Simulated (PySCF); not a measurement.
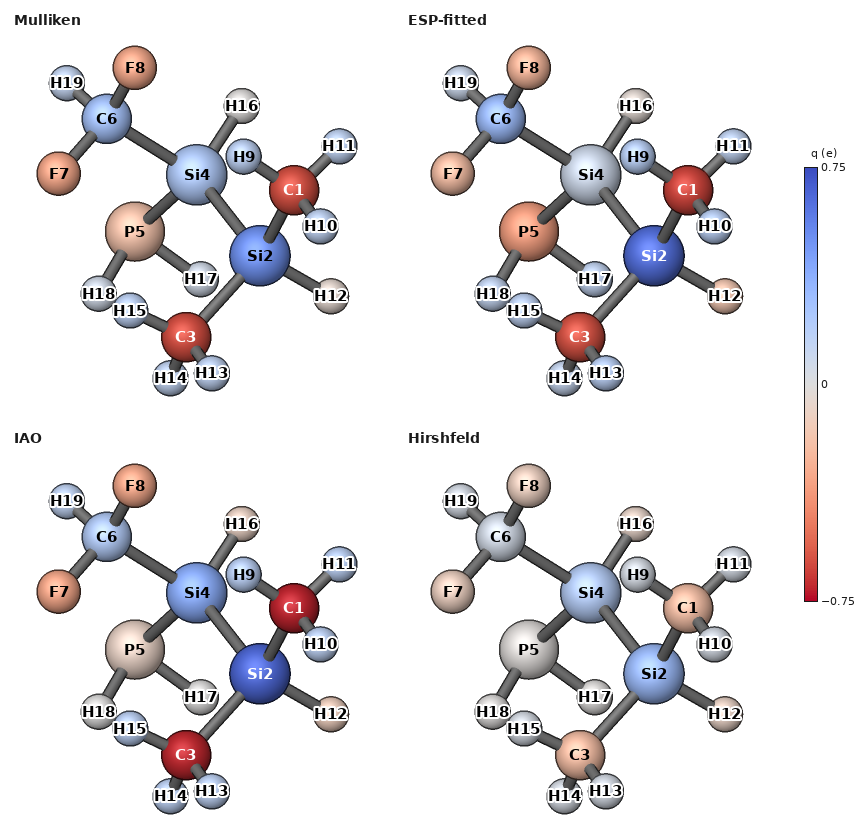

Atomic charges of one calculation by 4 schemes, on one colour scale. The computed structure is the end point of a GFN2-xTB optimisation. No frequency run is at hand to confirm it as a minimum. Method: PBE0/pcSseg-1 (PySCF 2.14.0).

On which atom do the schemes disagree most?

On C1 (from −0.70 to −0.21 e); C3 (from −0.70 to −0.21 e).

List the charges (e), one line for each set of equivalent atoms.

```tsv
atom	Mulliken	ESP-fitted	IAO	Hirshfeld
C1	−0.61	−0.63	−0.70	−0.21
Si2	0.49	0.62	0.65	0.29
C3	−0.61	−0.60	−0.70	−0.21
Si4	0.22	0.08	0.37	0.19
P5	−0.19	−0.35	−0.09	−0.01
C6	0.26	0.30	0.20	0.06
F7	−0.31	−0.21	−0.31	−0.11
F8	−0.31	−0.25	−0.31	−0.11
H9	0.15	0.17	0.16	0.04
H10	0.14	0.16	0.16	0.04
H11	0.14	0.14	0.16	0.04
H12	−0.05	−0.16	−0.12	−0.09
H13	0.14	0.17	0.16	0.04
H14	0.14	0.11	0.15	0.04
H15	0.15	0.15	0.16	0.04
H16	−0.01	−0.04	−0.09	−0.08
H17	0.06	0.13	0.00	−0.01
H18	0.06	0.13	0.00	−0.01
H19	0.12	0.09	0.15	0.04
```

The geometry is semi-empirical. Around P, Si such bond lengths and angles can be off by a tenth of an ångström or more and by several degrees, and values that hang on the shape move with them.
